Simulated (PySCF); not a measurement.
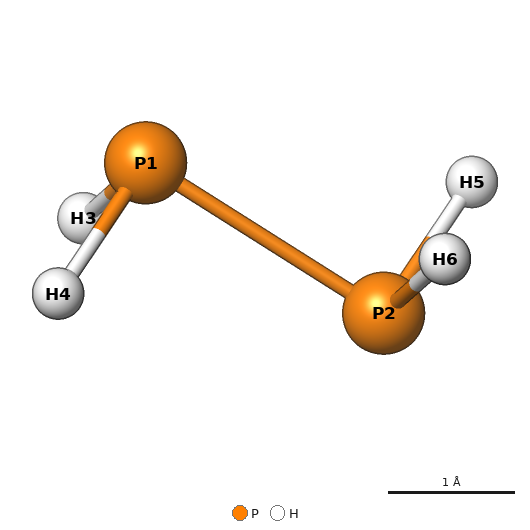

Computed geometry: PBE0-D3(BJ)/def2-SVP optimisation. No frequency run is at hand to confirm it as a minimum.

List the bonds and their lengths.

```
 bond  length (Å)   order
P1–P2       2.246  single
P1–H3       1.430  single
P1–H4       1.430  single
P2–H5       1.430  single
P2–H6       1.430  single
```
